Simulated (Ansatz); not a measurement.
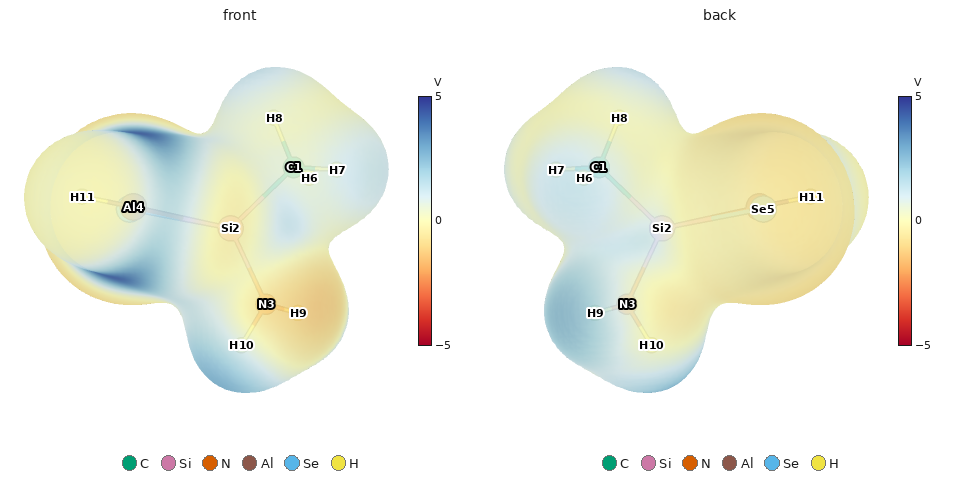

Figure. CH6AlNSeSi. The electrostatic potential painted on the density surface at 0.004 e/bohr³, seen from the front and from behind; the colour scale runs from red (negative) to blue (positive).

Geometry: PBE0-D4/def2-TZVP.

All numbers below come from RKS PBE0-D4/def2-TZVPP in Ansatz.

```xyz
11

C    -1.1538    0.5360    1.0748
Si    0.1512   -0.1224   -0.0857
N     1.6549    0.0793    0.7082
Al   -0.1894   -1.4251   -1.9948
Se   -0.1030    0.8576   -2.2474
H    -0.9447    1.5813    1.3220
H    -1.1699   -0.0416    2.0022
H    -2.1399    0.4906    0.6119
H     1.8064    0.8770    1.3066
H     2.5129   -0.2232    0.2777
H    -0.3593   -2.6664   -2.9550
```

### Describe the electrostatic potential map.

The most negative region (about −1.2 V) lies over N3, the most positive (about +4.1 V) over Al4. N3 is the likeliest acceptor of a hydrogen bond.
